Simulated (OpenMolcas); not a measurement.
SnH$_{2}$F: single-point calculation (part 3 of 3)

SnH$_{2}$F, multiplicity 4, SMILES [F][SnH2]; PBE0/def2-TZVPP, UKS (OpenMolcas 26.06). The geometry is that of the parent species in another charge or spin state. The geometry comes from this level: PBE0-D4/def2-TZVP.

Geometry of the input (Å):
```
F  -1.5526  -0.1900  0.6407
Sn 0.0283  -0.2422  -0.4683
H  1.1841  -1.0544  0.5241
H  0.3957  1.4262  -0.7167
```

### Output, continued
```
   23    0.5799    0.0001          8 F1     2px    ( 0.271),    34 SN2    1s     ( 0.265),    40 SN2    2px    ( 0.513),    42 SN2    2px    (-0.303),
                                  51 SN2    2pz    (-0.273),    52 SN2    2pz    ( 0.290),    59 SN2    3d0    (-0.318),    60 SN2    3d0    ( 0.386),
                                  84 H3     1s     ( 0.300),    98 H4     1s     ( 0.300),

   24    0.6855    0.0001          3 F1     1s     ( 0.336),     5 F1     1s     (-0.587),     8 F1     2px    (-0.358),    37 SN2    1s     ( 0.301),
                                  40 SN2    2px    ( 0.323),

   25    0.6661    0.0000         11 F1     2py    (-0.311),    45 SN2    2py    ( 0.440),    53 SN2    3d2-   ( 0.319),    54 SN2    3d2-   (-0.403),
                                  56 SN2    3d1-   (-0.261),    57 SN2    3d1-   ( 0.370),    59 SN2    3d0    ( 0.246),    60 SN2    3d0    (-0.360),
                                  71 SN2    4f2-   ( 0.239),    75 SN2    4f0    ( 0.279),

   26    0.9316    0.0000          8 F1     2px    (-0.460),    11 F1     2py    (-0.464),    14 F1     2pz    (-0.634),    46 SN2    2py    ( 0.436),
                                  50 SN2    2pz    (-0.430),    51 SN2    2pz    ( 0.781),

   27    1.4917    0.0000          3 F1     1s     ( 0.619),     5 F1     1s     (-0.851),    37 SN2    1s     ( 0.476),    42 SN2    2px    (-0.616),

   28    1.3413    0.0000          6 F1     2px    (-0.328),     8 F1     2px    ( 0.475),    40 SN2    2px    ( 0.467),    41 SN2    2px    (-0.286),
                                  63 SN2    3d1+   ( 0.371),    66 SN2    3d2+   (-0.251),    77 SN2    4f1+   (-0.363),    79 SN2    4f2+   ( 0.446),

   29    1.6827    0.0000         45 SN2    2py    (-0.578),    46 SN2    2py    (-0.805),    54 SN2    3d2-   (-1.052),    63 SN2    3d1+   ( 0.831),
                                  66 SN2    3d2+   ( 1.115),    83 H3     1s     (-1.148),    97 H4     1s     ( 1.148),   102 H4     2py    (-0.769),

   30    2.9895    0.0000         34 SN2    1s     ( 3.551),    35 SN2    1s     (-4.381),    36 SN2    1s     ( 3.122),

   31    1.4135    0.0000          5 F1     1s     ( 1.362),    32 SN2    1s     ( 0.778),    33 SN2    1s     (-1.156),    34 SN2    1s     ( 1.187),
                                  36 SN2    1s     (-1.359),    41 SN2    2px    ( 0.762),    51 SN2    2pz    (-0.763),

   32    1.7929    0.0000         33 SN2    1s     (-0.919),    34 SN2    1s     ( 1.787),    35 SN2    1s     (-1.723),

   33   10.0854    0.0000          3 F1     1s     ( 1.689),     4 F1     1s     (-3.298),     5 F1     1s     ( 2.933),

   34    0.4117    0.0000         37 SN2    1s     (-1.689),    84 H3     1s     ( 1.579),    98 H4     1s     ( 1.579),

   35    0.1988    0.0000         46 SN2    2py    (-0.950),    47 SN2    2py    ( 1.459),    52 SN2    2pz    (-0.730),

   36    0.3938    0.0000         46 SN2    2py    ( 1.243),    84 H3     1s     ( 1.590),    98 H4     1s     (-1.590),

   37    0.5317    0.0000          5 F1     1s     (-0.669),    35 SN2    1s     ( 0.758),    36 SN2    1s     (-1.128),    37 SN2    1s     ( 0.934),
                                  41 SN2    2px    (-1.203),    42 SN2    2px    ( 0.943),    47 SN2    2py    ( 0.663),    52 SN2    2pz    ( 0.726),

   38    0.6459    0.0000          5 F1     1s     (-0.970),    37 SN2    1s     ( 1.504),    41 SN2    2px    (-1.003),    51 SN2    2pz    ( 1.223),
                                  52 SN2    2pz    (-0.863),

   39    0.6992    0.0000          5 F1     1s     ( 1.168),    42 SN2    2px    ( 0.845),    58 SN2    3d1-   (-0.636),    67 SN2    3d2+   (-0.611),

   40    0.7195    0.0000         11 F1     2py    ( 0.443),    54 SN2    3d2-   (-0.587),    55 SN2    3d2-   ( 0.732),    57 SN2    3d1-   ( 0.515),
                                  58 SN2    3d1-   (-0.677),    60 SN2    3d0    (-0.498),    61 SN2    3d0    ( 0.653),    84 H3     1s     (-0.435),
                                  98 H4     1s     ( 0.427),

   41    0.6005    0.0000          5 F1     1s     (-1.176),    36 SN2    1s     (-1.092),    37 SN2    1s     ( 1.941),    51 SN2    2pz    ( 1.053),
                                  64 SN2    3d1+   (-0.978),

   42    0.9120    0.0000          5 F1     1s     (-2.124),    37 SN2    1s     ( 1.218),    41 SN2    2px    (-1.487),    51 SN2    2pz    ( 1.292),

   43    0.4875    0.0000         47 SN2    2py    (-1.651),    84 H3     1s     (-2.842),    98 H4     1s     ( 2.670),

   44    0.8705    0.0000         37 SN2    1s     (-4.419),    84 H3     1s     ( 2.314),    98 H4     1s     ( 2.528),

   45    5.5739    0.0000          5 F1     1s     (-1.040),    32 SN2    1s     ( 0.749),    33 SN2    1s     (-0.968),    35 SN2    1s     (-0.714),
                                  37 SN2    1s     ( 1.367),    41 SN2    2px    (-0.862),    50 SN2    2pz    ( 0.800),    84 H3     1s     (-0.730),
                                  97 H4     1s     ( 0.845),    98 H4     1s     (-0.720),

   46    1.2306    0.0000          5 F1     1s     (-0.433),    33 SN2    1s     (-0.434),    35 SN2    1s     (-0.420),    37 SN2    1s     ( 0.651),
                                  41 SN2    2px    (-0.415),    45 SN2    2py    ( 0.633),    47 SN2    2py    ( 0.380),    64 SN2    3d1+   (-0.379),
                                  86 H3     2px    ( 0.400),    88 H3     2py    ( 0.409),    98 H4     1s     (-0.747),   100 H4     2px    (-0.392),
                                 102 H4     2py    ( 0.459),   104 H4     2pz    (-0.434),

   47    0.6785    0.0000         45 SN2    2py    ( 0.720),    46 SN2    2py    (-1.259),    83 H3     1s     (-0.635),

   48    3.6374    0.0000         46 SN2    2py    (-1.711),    51 SN2    2pz    ( 0.867),    98 H4     1s     ( 1.202),

   49   69.2961    0.0000         32 SN2    1s     ( 8.555),    33 SN2    1s     (-9.731),

   50   47.4046    0.0000          2 F1     1s     (-1.639),     3 F1     1s     ( 2.152),     4 F1     1s     (-2.843),     5 F1     1s     ( 2.451),

   51    1.8461    0.0000          7 F1     2px    ( 0.348),     8 F1     2px    (-0.589),    24 F1     3d2+   (-0.444),    37 SN2    1s     (-0.433),
                                  40 SN2    2px    (-0.673),    80 SN2    4f3+   (-0.436),    81 SN2    4f3+   ( 0.455),    83 H3     1s     ( 0.376),
                                  90 H3     2pz    (-0.422),   100 H4     2px    ( 0.499),

   52    2.4205    0.0000         46 SN2    2py    ( 1.971),    84 H3     1s     ( 1.255),    98 H4     1s     (-1.348),

   53    0.8633    0.0000          5 F1     1s     ( 1.034),    14 F1     2pz    (-0.774),    51 SN2    2pz    ( 0.517),    88 H3     2py    (-0.589),
                                 104 H4     2pz    (-0.634),

   54    0.8452    0.0000         40 SN2    2px    ( 0.617),    41 SN2    2px    (-0.690),    46 SN2    2py    (-1.162),    61 SN2    3d0    ( 0.632),
                                  98 H4     1s     ( 0.636),

   55    0.8978    0.0000         50 SN2    2pz    ( 0.957),    51 SN2    2pz    (-1.515),    98 H4     1s     (-0.778),

   56    1.4709    0.0000          5 F1     1s     (-1.417),     8 F1     2px    (-0.739),    41 SN2    2px    (-1.106),    51 SN2    2pz    ( 0.881),

   57    5.8655    0.0000          3 F1     1s     (-1.726),     4 F1     1s     ( 3.071),     5 F1     1s     (-2.458),

   58    3.5876    0.0000          5 F1     1s     ( 0.482),    37 SN2    1s     (-0.560),    41 SN2    2px    ( 0.496),    85 H3     2px    (-0.764),
                                  86 H3     2px    ( 0.544),    98 H4     1s     ( 0.595),    99 H4     2px    ( 0.720),   100 H4     2px    (-0.609),

   59    1.8756    0.0000         46 SN2    2py    ( 1.078),    67 SN2    3d2+   (-0.719),    80 SN2    4f3+   ( 0.595),    98 H4     1s     (-0.729),

   60    1.6360    0.0000         46 SN2    2py    (-1.215),    67 SN2    3d2+   ( 0.765),    98 H4     1s     ( 0.943),

   61    1.4674    0.0000         45 SN2    2py    (-0.791),    84 H3     1s     (-0.813),    86 H3     2px    ( 0.593),    90 H3     2pz    ( 0.551),
                                  98 H4     1s     ( 0.878),   102 H4     2py    (-0.923),

   62    1.7965    0.0000         34 SN2    1s     (-0.646),    37 SN2    1s     ( 0.497),    40 SN2    2px    (-0.613),    41 SN2    2px    ( 0.717),
                                  50 SN2    2pz    ( 0.546),    83 H3     1s     (-0.958),    97 H4     1s     (-0.939),

   63    0.8677    0.0000         37 SN2    1s     (-0.544),    46 SN2    2py    ( 0.883),    55 SN2    3d2-   ( 0.565),    69 SN2    4f3-   (-0.530),
                                  73 SN2    4f1-   (-0.444),    84 H3     1s     ( 0.863),    86 H3     2px    (-0.542),    97 H4     1s     (-0.598),

   64    6.6868    0.0000          5 F1     1s     ( 0.316),    25 F1     4f3-   ( 0.538),    26 F1     4f2-   (-0.589),    29 F1     4f1+   ( 0.529),
                                  37 SN2    1s     (-0.630),    84 H3     1s     ( 0.369),

   65    2.9801    0.0000          9 F1     2py    (-0.604),    10 F1     2py    ( 0.923),    11 F1     2py    (-0.625),    35 SN2    1s     ( 0.490),
                                  84 H3     1s     ( 0.683),

   66    2.3980    0.0000          5 F1     1s     ( 0.716),    34 SN2    1s     (-0.769),    35 SN2    1s     ( 1.174),    36 SN2    1s     (-0.911),
                                  37 SN2    1s     (-1.319),    40 SN2    2px    (-0.738),    51 SN2    2pz    (-0.883),    83 H3     1s     ( 0.994),
                                  97 H4     1s     ( 1.275),

   67    6.5930    0.0000          5 F1     1s     ( 0.428),    25 F1     4f3-   ( 0.345),    27 F1     4f1-   (-0.332),    28 F1     4f0    ( 0.587),
                                  31 F1     4f3+   (-0.589),    37 SN2    1s     (-0.363),    41 SN2    2px    ( 0.324),

   68    2.3450    0.0000         46 SN2    2py    (-1.674),    83 H3     1s     (-2.408),    97 H4     1s     ( 2.089),

   69    4.3531    0.0000         35 SN2    1s     ( 1.473),    36 SN2    1s     (-1.915),    37 SN2    1s     (-1.189),    83 H3     1s     ( 1.505),
                                  86 H3     2px    (-1.028),    97 H4     1s     ( 1.505),   102 H4     2py    (-1.391),

   70    2.8507    0.0000          5 F1     1s     ( 1.258),    35 SN2    1s     ( 0.728),    37 SN2    1s     (-0.638),    41 SN2    2px    ( 0.847),
                                  51 SN2    2pz    (-0.671),

   71    6.4966    0.0000          5 F1     1s     ( 0.589),    28 F1     4f0    ( 0.417),    30 F1     4f2+   (-0.698),    31 F1     4f3+   ( 0.416),

   72    3.7170    0.0000         37 SN2    1s     ( 0.408),    87 H3     2py    ( 0.358),    88 H3     2py    (-0.411),    89 H3     2pz    ( 0.706),
                                  90 H3     2pz    (-0.605),   101 H4     2py    (-0.364),   102 H4     2py    ( 0.363),   103 H4     2pz    (-0.689),
                                 104 H4     2pz    ( 0.608),   106 H4     3d1-   (-0.417),

   73    1.1116    0.0000         37 SN2    1s     ( 1.748),    41 SN2    2px    ( 2.627),    84 H3     1s     (-1.392),

   74    2.1915    0.0000         72 SN2    4f1-   ( 0.893),    73 SN2    4f1-   (-0.620),

   75    2.6740    0.0000          5 F1     1s     (-0.840),    97 H4     1s     ( 1.109),

   76    2.7631    0.0000         34 SN2    1s     ( 0.633),    35 SN2    1s     (-0.761),    36 SN2    1s     ( 0.520),    40 SN2    2px    ( 0.417),
                                  83 H3     1s     (-0.594),    93 H3     3d0    ( 0.430),   106 H4     3d1-   ( 0.504),

   77    3.4326    0.0000         46 SN2    2py    (-0.974),    51 SN2    2pz    ( 0.490),    55 SN2    3d2-   (-0.505),    67 SN2    3d2+   ( 0.497),
                                  84 H3     1s     (-0.921),    87 H3     2py    ( 0.673),    88 H3     2py    (-0.713),    98 H4     1s     ( 0.701),
                                 101 H4     2py    ( 0.623),   102 H4     2py    (-0.549),

   78    1.9503    0.0000          5 F1     1s     (-1.352),    41 SN2    2px    (-1.764),    51 SN2    2pz    ( 1.146),    83 H3     1s     ( 1.181),
                                  97 H4     1s     ( 1.143),

   79    3.0135    0.0000         83 H3     1s     ( 0.348),    92 H3     3d1-   ( 0.467),    93 H3     3d0    ( 0.277),   107 H4     3d0    (-0.538),
                                 109 H4     3d2+   ( 0.340),

   80    2.3738    0.0000          4 F1     1s     (-2.092),     5 F1     1s     ( 3.494),

   81    8.2394    0.0000         15 F1     3d2-   ( 0.332),    17 F1     3d1-   ( 0.441),    19 F1     3d0    (-0.603),    21 F1     3d1+   (-0.467),
                                  23 F1     3d2+   (-0.664),    24 F1     3d2+   ( 0.342),    37 SN2    1s     (-0.377),

   82    3.2554    0.0000          9 F1     2py    (-0.305),    10 F1     2py    ( 0.463),    11 F1     2py    (-0.363),    46 SN2    2py    ( 0.408),
                                  51 SN2    2pz    (-0.338),    84 H3     1s     ( 0.589),    86 H3     2px    (-0.303),    87 H3     2py    ( 0.350),
                                  94 H3     3d1+   (-0.345),    95 H3     3d2+   (-0.297),    98 H4     1s     (-0.320),    99 H4     2px    (-0.439),
                                 103 H4     2pz    (-0.315),   105 H4     3d2-   ( 0.515),

   83    3.0429    0.0000          6 F1     2px    (-0.491),     7 F1     2px    ( 0.871),     8 F1     2px    (-0.654),    10 F1     2py    ( 0.760),
                                  11 F1     2py    (-0.561),    12 F1     2pz    (-0.579),    13 F1     2pz    ( 0.965),    14 F1     2pz    (-0.703),
                                  37 SN2    1s     ( 0.921),    83 H3     1s     (-0.548),    97 H4     1s     (-0.542),

   84    1.0389    0.0000         57 SN2    3d1-   ( 0.371),    60 SN2    3d0    (-0.357),    69 SN2    4f3-   (-0.408),    75 SN2    4f0    (-0.558),
                                  86 H3     2px    (-0.433),    90 H3     2pz    ( 0.597),   100 H4     2px    ( 0.495),   104 H4     2pz    (-0.515),

   85   36.9782    0.0000         43 SN2    2py    ( 1.032),    44 SN2    2py    ( 0.570),    45 SN2    2py    (-0.536),    48 SN2    2pz    (-0.517),

   86    3.1779    0.0000          4 F1     1s     (-1.156),     5 F1     1s     ( 2.121),

   87    6.6591    0.0000         25 F1     4f3-   ( 0.660),    26 F1     4f2-   ( 0.610),    37 SN2    1s     ( 0.401),

   88    2.2478    0.0000         68 SN2    4f3-   ( 0.396),    69 SN2    4f3-   (-0.540),    76 SN2    4f1+   (-0.729),    77 SN2    4f1+   ( 0.728),

   89    2.1444    0.0000          5 F1     1s     ( 0.757),    41 SN2    2px    ( 0.712),    67 SN2    3d2+   (-0.389),    68 SN2    4f3-   ( 0.518),
                                  69 SN2    4f3-   (-0.522),    70 SN2    4f2-   ( 0.639),    71 SN2    4f2-   (-0.646),    74 SN2    4f0    (-0.400),
                                  75 SN2    4f0    ( 0.412),

   90    8.4485    0.0000          5 F1     1s     ( 0.816),    21 F1     3d1+   ( 0.953),    22 F1     3d1+   (-0.617),    23 F1     3d2+   (-0.669),

   91    2.2665    0.0000         74 SN2    4f0    (-0.764),    75 SN2    4f0    ( 0.611),    78 SN2    4f2+   (-0.600),    79 SN2    4f2+   ( 0.458),

   92    2.1081    0.0000         16 F1     3d2-   ( 0.526),    18 F1     3d1-   (-0.397),    20 F1     3d0    ( 0.381),    68 SN2    4f3-   (-0.284),
                                  70 SN2    4f2-   ( 0.427),    74 SN2    4f0    ( 0.268),    76 SN2    4f1+   (-0.281),

   93    8.2203    0.0000          3 F1     1s     ( 0.430),     4 F1     1s     (-0.754),     5 F1     1s     ( 0.577),    17 F1     3d1-   (-0.487),
                                  19 F1     3d0    (-0.831),    20 F1     3d0    ( 0.474),    23 F1     3d2+   ( 0.419),

   94    6.8050    0.0000         27 F1     4f1-   (-0.874),

   95    6.8825    0.0000         28 F1     4f0    (-0.533),    30 F1     4f2+   (-0.653),    31 F1     4f3+   (-0.428),

   96    3.1543    0.0000         10 F1     2py    ( 0.370),    11 F1     2py    (-0.345),    95 H3     3d2+   ( 0.428),   108 H4     3d1+   ( 0.636),

   97    4.0851    0.0000         45 SN2    2py    (-1.229),    46 SN2    2py    (-0.741),    83 H3     1s     (-1.363),    84 H3     1s     (-0.761),
                                  86 H3     2px    ( 0.822),    88 H3     2py    (-0.722),    90 H3     2pz    ( 0.947),    97 H4     1s     ( 1.084),
                                  98 H4     1s     ( 0.823),   102 H4     2py    (-1.276),

   98    6.9052    0.0000         26 F1     4f2-   (-0.431),    29 F1     4f1+   (-0.759),

   99    2.9838    0.0000          4 F1     1s     ( 0.406),     5 F1     1s     (-0.754),    37 SN2    1s     ( 0.696),    51 SN2    2pz    ( 0.456),
                                  91 H3     3d2-   (-0.499),    97 H4     1s     (-0.637),   108 H4     3d1+   (-0.520),

  100    8.4585    0.0000         15 F1     3d2-   ( 0.838),    16 F1     3d2-   (-0.480),    17 F1     3d1-   (-0.560),    19 F1     3d0    ( 0.499),

  101   36.4542    0.0000         32 SN2    1s     (-1.934),    33 SN2    1s     ( 2.501),    34 SN2    1s     (-1.343),

  102    2.4212    0.0000         11 F1     2py    (-0.365),    16 F1     3d2-   (-0.487),    18 F1     3d1-   ( 0.330),    20 F1     3d0    (-0.294),
                                  55 SN2    3d2-   (-0.303),    68 SN2    4f3-   (-0.443),    69 SN2    4f3-   ( 0.454),    70 SN2    4f2-   ( 0.555),
                                  71 SN2    4f2-   (-0.557),    76 SN2    4f1+   (-0.431),    77 SN2    4f1+   ( 0.425),    84 H3     1s     (-0.341),
                                  98 H4     1s     ( 0.337),

  103    3.4612    0.0000          4 F1     1s     ( 0.879),     5 F1     1s     (-1.162),   100 H4     2px    ( 0.601),

  104   33.7161    0.0000         32 SN2    1s     (-1.728),    33 SN2    1s     ( 2.232),    34 SN2    1s     (-1.217),    35 SN2    1s     ( 1.122),

--

++    Molecular properties:
      ---------------------

      Charge (e):
                      =   -0.0000
      Dipole Moment (debye):
      Origin of the operator (angstrom)=   -0.1739   -0.2290   -0.3135
                   X=  1.7815E+00               Y=  4.2549E-01               Z= -2.8095E-01           Total=  1.8530E+00
      Quadrupole Moment (debye*angstrom):
      Origin of the operator (angstrom)=   -0.1739   -0.2290   -0.3135
                  XX= -3.7756E+01              XY= -2.0413E-01              XZ=  5.6405E+00              YY= -2.8949E+01
                  YZ= -1.2903E+00              ZZ= -3.4402E+01
      In traceless form (debye*angstrom)
                  XX= -6.0813E+00              XY= -3.0620E-01              XZ=  8.4607E+00              YY=  7.1305E+00
                  YZ= -1.9355E+00              ZZ= -1.0492E+00
--

--- Stop Module: scf /rc=_RC_ALL_IS_WELL_ ---
--- Module scf spent 56 seconds ---

.##################.
.# Happy landing! #.
.##################.

    Timing: Wall=62.60 User=55.23 System=7.34
```

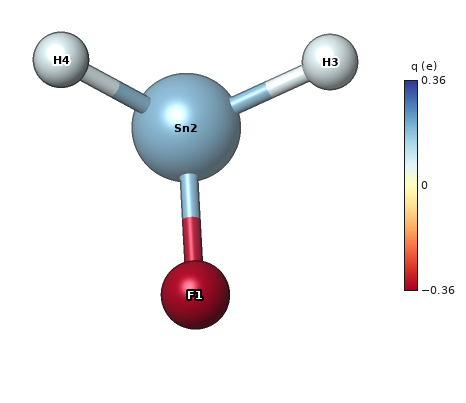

*Mulliken charges, as the colour of each atom (ball-and-stick view, seen at a tilt; atoms are numbered from 1 in the order of the input).*

By element: F −0.34, Sn +0.20 and H +0.07 e.

### Key numbers

- outcome: converged
- total energy: −315.048960 hartree
- basis functions: 109
- ⟨S²⟩: 3.763
- dipole moment: 1.85 debye
- wall time: 63 s
- peak memory: 0.64 GiB
